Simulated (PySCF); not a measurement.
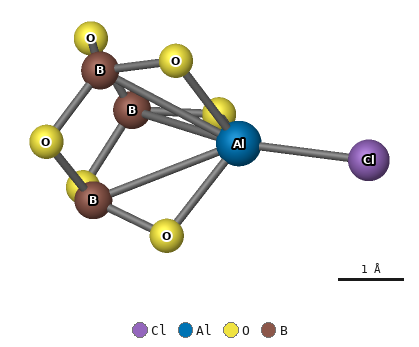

*The structure as given in the input (ball-and-stick view, seen at a tilt). Sticks mark near contacts.*

Bond lengths as drawn: Al–B 2.44 Å, Al–Cl 2.12 Å, Al–O 1.82 Å and B–O 1.35 to 1.42 Å.

## Excited-state calculation of AlB3ClO6 (charge −1)

AlB3ClO6, charge −1, computed with TDDFT CAM-B3LYP/def2-SVPD, vertical, gas phase, core orbitals frozen in the response (PySCF 2.14.0).

The geometry comes from this level: PBE0-D3(BJ)/def2-SVP.

Input file:
```
{"job": {"kind": "uv", "xc": "CAM-B3LYP", "basis": "def2-SVPD", "nstates": 6, "ntriplets": 2, "ip": true}, "charge": -1, "multiplicity": 1}
Cl    -0.331445     0.128560     3.487054
Al    -0.125657     0.050677     1.374590
O     -1.386431     0.901395     0.369907
B     -0.911430     0.624444    -0.862951
O      0.222416     1.322748    -1.352108
B      1.152812     0.514388    -0.651484
O      1.395945     0.751641     0.654550
O      1.288667    -0.801871    -1.162743
B      0.018288    -1.227118    -0.699006
O     -1.080290    -0.673747    -1.405994
O     -0.135021    -1.595513     0.590211
```

The first line tells a small driver script what to run in PySCF; the rest is the geometry in Å.

Launched with:
```bash
OMP_NUM_THREADS=1 python <driver script> task.json out
```

The program's output:
```
coarse grid: 13024 points
cycle   1  E = -1227.8055415317  dE =  2.606e+00  |g| = 1.541e+00  |ddm| = 6.891e+00
cycle   2  E = -1227.6066505836  dE =  1.989e-01  |g| = 1.925e+00  |ddm| = 6.583e+00
cycle   3  E = -1228.2565919178  dE = -6.499e-01  |g| = 1.328e-01  |ddm| = 3.364e+00
cycle   4  E = -1228.2589689760  dE = -2.377e-03  |g| = 8.112e-02  |ddm| = 2.996e-01
cycle   5  E = -1228.2601688237  dE = -1.200e-03  |g| = 1.033e-02  |ddm| = 1.036e-01
cycle   6  E = -1228.2601929577  dE = -2.413e-05  |g| = 2.265e-03  |ddm| = 3.050e-02
cycle   7  E = -1228.2601945098  dE = -1.552e-06  |g| = 2.845e-04  |ddm| = 6.989e-03
final grid: 124512 points
cycle   8  E = -1228.4542135138  dE = -6.038e-05  |g| = 3.813e-03  |ddm| = 1.373e-01
cycle   9  E = -1228.4542138265  dE = -3.128e-07  |g| = 3.993e-03  |ddm| = 1.547e-02
cycle  10  E = -1228.4542165520  dE = -2.725e-06  |g| = 4.603e-04  |ddm| = 6.152e-03
cycle  11  E = -1228.4542165906  dE = -3.866e-08  |g| = 2.839e-04  |ddm| = 1.257e-03
cycle  12  E = -1228.4542166057  dE = -1.501e-08  |g| = 7.472e-05  |ddm| = 5.152e-04
cycle  13  E = -1228.4542166069  dE = -1.197e-09  |g| = 1.894e-05  |ddm| = 1.480e-04
cycle  14  E = -1228.4542166070  dE = -1.091e-10  |g| = 3.977e-06  |ddm| = 5.540e-05
```

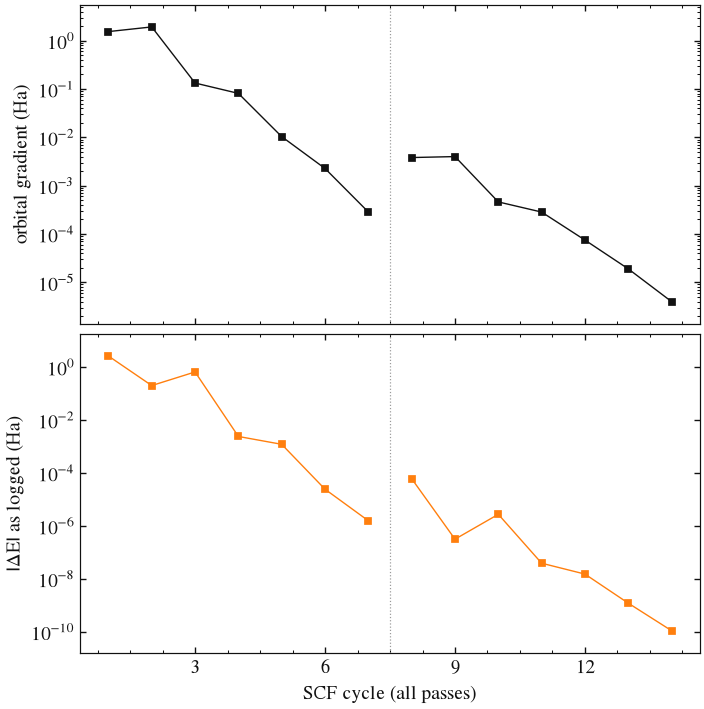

*Convergence of the self-consistent field: orbital gradient and size of the energy change against the SCF cycle. The dotted line marks the change from a coarse to the final integration grid.*

The first 7 cycles use a coarse grid, the final grid takes over at cycle 8, and the field converges after 14 cycles in all.

```
converged SCF energy = -1228.4542166070

Static polarisability (au): isotropic 81.480, principal 75.061 75.071 94.307

Singlet excitations
state   eV       nm        f      main configurations
  1   5.1242    242.0   0.00018   H->L 0.60, H->L+1 0.26
  2   5.1247    241.9   0.00018   H-1->L 0.60, H-1->L+1 0.26
  3   5.5135    224.9   0.00000   H-2->L 0.64, H-2->L+1 0.23
  4   6.6149    187.4   0.00000   H-5->L 0.54, H-5->L+1 0.21
  5   6.6749    185.7   0.00238   H->L+2 0.15, H-7->L 0.13, H-3->L 0.13
  6   6.6764    185.7   0.00237   H-1->L+2 0.15, H-6->L 0.13, H-4->L 0.12

Triplet excitations (Tamm-Dancoff, eV): 4.9433 4.9440
Vertical ionisation energy (delta-SCF) = 6.3735 eV
```

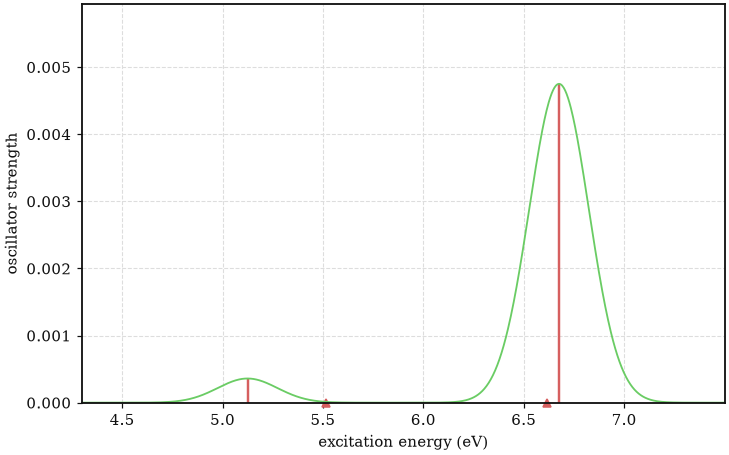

*Computed excitations as sticks (degenerate states added up, dark ones marked on the axis), with a Gaussian envelope of 0.35 eV full width at half maximum, scaled to the tallest.*

Of the 6 states the lowest lies at 5.12 eV (f = 0.000); the strongest line is at 6.68 eV, or 186 nm (f = 0.005, summed over 2 states that lie within 0.004 eV).

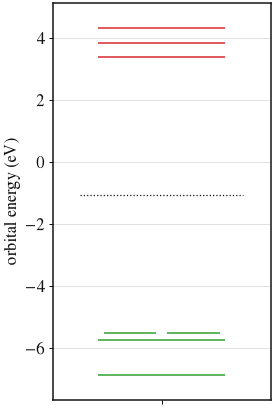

*Orbital energies near the frontier; the dotted line parts filled from empty levels, and levels within 0.02 eV of each other stand side by side.*

Highest filled −5.52 eV, lowest empty 3.37 eV, 8.89 eV apart.

Key numbers:

| quantity | value |
| --- | --- |
| outcome | converged |
| total energy | −1228.454217 hartree |
| HOMO | −5.52 eV |
| LUMO | 3.37 eV |
| mean polarisability | 81.48 a.u. |
| vertical ionisation energy | 6.37 eV |
| lowest singlet excitation | 5.12 eV |
| hardware | 1 CPU thread, shared host |
| wall time | 3.5 min |
| peak memory | 1.3 GiB |
